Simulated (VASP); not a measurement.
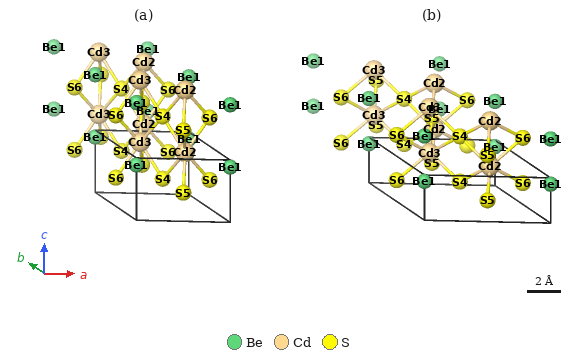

The structure of crystalline BeCd2S3 (a generated structure, set up in P6mm) before (left) and after (right) a relaxation, at one scale.

Style: ball-and-stick. Shown: the cell of the calculation, repeated 1 × 2 × 2 with one cell outlined, from a free direction.

The run lets cell and atoms move.

Method: Kohn-Sham DFT of a periodic cell, PBE, VASP PAW PBE potentials, recommended in VASP.

Input
```
SYSTEM = BeCd2S3
  PREC = Normal
  ENCUT = 520
  EDIFF = 1E-4
  ISMEAR = 0
  SIGMA = 0.15
  LREAL = .FALSE.
  LASPH = .TRUE.
  NELM = 60
  ALGO = Fast
  ISIF = 3
  LWAVE = .FALSE.
  LCHARG = .FALSE.
  GGA = PE
  IBRION = 2
  NSW = 24
  EDIFFG = -0.08
```

Launched with:
```bash
cat potpaw_PBE.64/Be/POTCAR potpaw_PBE.64/Cd/POTCAR potpaw_PBE.64/S/POTCAR > POTCAR
mpirun -np 1 vasp_std > vasp.out
```

**Summarise the run.**

The energy falls by 1.512 eV per cell of the calculation in 21 geometry steps. Largest force component: 0.19 eV/Å at the start, 0.077 eV/Å at the end. Pressure: 9.99 GPa at the start and 0.24 GPa at the end. Be1 moves most relative to the cell: 0.084 Å along −c. Largest moves by element: Be 0.084 Å, S 0.032 Å, Cd 0.006 Å. The volume changes by +31.5 %, with a = b 5.775 → 7.767 Å (+34.5 %), c 4.056 → 2.948 Å (−27.3 %). Near-neighbour distances that change, for instance: S4–S5 2.887 → 3.884 Å, Cd2–S4 2.614 → 2.699 Å, Cd2–S4 (another image) 2.637 → 2.668 Å. Among the angles between lasting bonds that change: Cd2–S6–Cd3 78.4° → 114.4°, S4–Cd3–S4 101.2° → 66.6°, Cd2–S6–Cd2 101.2° → 66.6°. The space group stays P6mm (No. 183). At step 7 the optimiser overshot: the energy rose above the start, and later steps came back. The volume changes by over a tenth within one run on a fixed set of plane waves, so the end point should be relaxed again from the new cell. It ran on 1 thread of Intel(R) Xeon(R) Platinum 8488C (Sapphire Rapids), with other jobs on the host.
